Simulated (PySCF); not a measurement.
**PBE0/def2-TZVPPD run of HNO (nitroxyl)**

What is the energy change on altering one bond length of HNO (nitroxyl) at PBE0/def2-TZVPPD? The job is set up through a Python script.

The results are computed with PySCF 2.14.0.

5 further runs of the same task are left out: 5 set aside as unsound or not needed. Runs told in other sessions of the task aren't counted.

## (1) The system as given

HNO: 3 atoms, total charge 0, spin state singlet. As SMILES, `N=O`. Geometry: relaxed at GFN2-xTB.

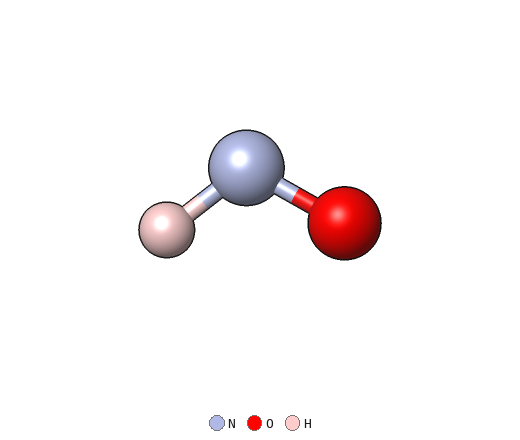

Viewed from a chosen angle; nitrogen light blue, oxygen red, hydrogen pink.

## (2) The energy at PBE0/def2-TZVPPD

Input file job.py:

```python
# nitroxyl
from pyscf import gto, dft

mol = gto.M(
    atom='''
N   -0.275940   0.297220  -0.114780
O    0.768580   0.418030   0.466150
H   -0.492640  -0.715240  -0.351380
''',
    max_memory=1860,
    spin=0,
    verbose=3,
    charge=0,
    basis='def2-tzvppd',
)

calc0 = dft.RKS(mol)
calc0.xc = 'pbe0'
calc0.grids.level = 5
calc0.conv_tol = 1e-10
calc0.kernel()
if not calc0.converged:
    calc0 = calc0.newton().run(calc0.mo_coeff, calc0.mo_occ)

etot = calc0.e_tot
print(f'total energy: {etot:.8f} hartree')
```

On the command line:

```sh
OMP_NUM_THREADS=1 python job.py
```

Output:

```text
converged SCF energy = -130.386702417354
total energy: -130.38670242 hartree
```

Wall time 6.9 s (1 thread of Arm Neoverse V1, shared host); peak memory 0.44 GiB.

## (3) The distorted shape, same level

Input file calc.py:

```python
from pyscf import gto, dft

mol = gto.Mole()
mol.atom = 'N -0.210931 0.600954 -0.043801; O 0.833589 0.721764 0.537129; H -0.492640 -0.715240 -0.351380'
mol.charge = 0
mol.verbose = 4
mol.spin = 0
mol.basis = 'def2-tzvppd'
mol.max_memory = 1860
mol.build()

mf = dft.RKS(mol, xc='pbe0')
mf.grids.level = 5
mf.conv_tol = 1e-10
mf.kernel()
if not mf.converged:
    mf = mf.newton().run(mf.mo_coeff, mf.mo_occ)

e_tot = mf.e_tot
print('E(%s) = %.9f' % ('PBE0', e_tot))
```

On the command line:

```sh
OMP_NUM_THREADS=1 python calc.py
```

Output:

```text
PySCF version 2.14.0

[INPUT] num. atoms = 3
[INPUT] num. electrons = 16
[INPUT] charge = 0
[INPUT] spin (= nelec alpha-beta = 2S) = 0
[INPUT] symmetry False subgroup None
[INPUT] Mole.unit = angstrom
[INPUT] Symbol           X                Y                Z      unit          X                Y                Z       unit  Magmom
[INPUT]  1 N     -0.210931000000   0.600954000000  -0.043801000000 AA   -0.398601821181   1.135638473462  -0.082771893982 Bohr   0.0
[INPUT]  2 O      0.833589000000   0.721764000000   0.537129000000 AA    1.575254910450   1.363936286571   1.015026703562 Bohr   0.0
[INPUT]  3 H     -0.492640000000  -0.715240000000  -0.351380000000 AA   -0.930954678006  -1.351607713334  -0.664011965650 Bohr   0.0

nuclear repulsion = 29.322289121986
number of shells = 34
number of NR pGTOs = 126
number of NR cGTOs = 94
basis = def2-tzvppd
ecp = {}

******** <class 'pyscf.dft.rks.RKS'> ********
method = RKS
initial guess = minao
damping factor = 0
level_shift factor = 0
DIIS = <class 'pyscf.scf.diis.CDIIS'>
diis_start_cycle = 1
diis_space = 8
diis_damp = 0
SCF conv_tol = 1e-10
SCF conv_tol_grad = None
SCF max_cycles = 50
direct_scf = True
direct_scf_tol = 1e-13
XC library pyscf.dft.libxc version 7.0.0
    S. Lehtola, C. Steigemann, M. J.T. Oliveira, and M. A.L. Marques.,  SoftwareX 7, 1–5 (2018)
XC functionals = pbe0
radial grids:
    Treutler-Ahlrichs [JCP 102, 346 (1995); DOI:10.1063/1.469408] (M4) radial grids

becke partition: Becke, JCP 88, 2547 (1988); DOI:10.1063/1.454033
pruning grids: <function nwchem_prune>
grids dens level: 5
symmetrized grids: False
atomic radii adjust function: <function treutler_atomic_radii_adjust>
small_rho_cutoff = 0
Set gradient conv threshold to 1e-05
Initial guess from minao.
tot grids = 108632
init E= -130.424948394406
  HOMO = -0.22695868062042  LUMO = -0.142097393516927  gap/eV = 2.30919
cycle= 1 E= -130.273032649636  delta_E= 0.152  |g|= 0.674  |ddm|= 1.37
  HOMO = -0.227953110363863  LUMO = -0.109572401412427  gap/eV = 3.22130
cycle= 2 E= -129.77251653886  delta_E= 0.501  |g|= 1.79  |ddm|= 0.987
  HOMO = -0.274453341175906  LUMO = -0.13200614205148  gap/eV = 3.87619
cycle= 3 E= -130.356838038029  delta_E= -0.584  |g|= 0.0815  |ddm|= 0.734
  HOMO = -0.260809071322605  LUMO = -0.106522993452742  gap/eV = 4.19834
cycle= 4 E= -130.357420586915  delta_E= -0.000583  |g|= 0.0614  |ddm|= 0.0996
  HOMO = -0.267811902689978  LUMO = -0.116537257296478  gap/eV = 4.11639
cycle= 5 E= -130.358333788895  delta_E= -0.000913  |g|= 0.0113  |ddm|= 0.0541
  HOMO = -0.267099742102339  LUMO = -0.11482461692043  gap/eV = 4.14362
cycle= 6 E= -130.358361905421  delta_E= -2.81e-05  |g|= 0.00178  |ddm|= 0.00814
  HOMO = -0.267107910825814  LUMO = -0.114880217343845  gap/eV = 4.14233
cycle= 7 E= -130.358362722849  delta_E= -8.17e-07  |g|= 0.000286  |ddm|= 0.00169
  HOMO = -0.267131461282261  LUMO = -0.114882896650947  gap/eV = 4.14289
cycle= 8 E= -130.358362744407  delta_E= -2.16e-08  |g|= 4.43e-05  |ddm|= 0.000231
  HOMO = -0.267128186798956  LUMO = -0.114875561892461  gap/eV = 4.14300
cycle= 9 E= -130.358362744892  delta_E= -4.85e-10  |g|= 9.41e-06  |ddm|= 4.63e-05
  HOMO = -0.267127995758827  LUMO = -0.114875626740648  gap/eV = 4.14300
cycle= 10 E= -130.358362744909  delta_E= -1.72e-11  |g|= 4.39e-07  |ddm|= 7.69e-06
  HOMO = -0.267127985388868  LUMO = -0.114875610093058  gap/eV = 4.14300
Extra cycle  E= -130.358362744909  delta_E= -1.71e-13  |g|= 6.43e-07  |ddm|= 8.14e-07
converged SCF energy = -130.358362744909
E(PBE0) = -130.358362745
```

It took 7.5 s on 1 thread of Arm Neoverse V1, shared host; peak memory 0.44 GiB.

## (4) What came out

Level: PBE0/def2-TZVPPD.

| quantity | value |
| --- | --- |
| first shape: total energy | -130.38670 Eh |
| first shape: dipole moment | 1.69 D |
| first shape: HOMO energy | -7.13 eV |
| first shape: LUMO energy | -2.93 eV |
| first shape: HOMO–LUMO gap | 4.20 eV |
| distorted shape: total energy | -130.35836 Eh |
| distorted shape: dipole moment | 0.87 D |
| distorted shape: HOMO energy | -7.27 eV |
| distorted shape: LUMO energy | -3.13 eV |
| distorted shape: HOMO–LUMO gap | 4.14 eV |
| energy change with the N1–H3 bond stretched from 1.062 to 1.381 Å | 0.771 eV |

In words: With the N1–H3 bond stretched from 1.062 to 1.381 Å the energy rises by 0.77 eV (74.4 kJ/mol). The first shape isn't relaxed at this level, so the change isn't measured from a minimum.
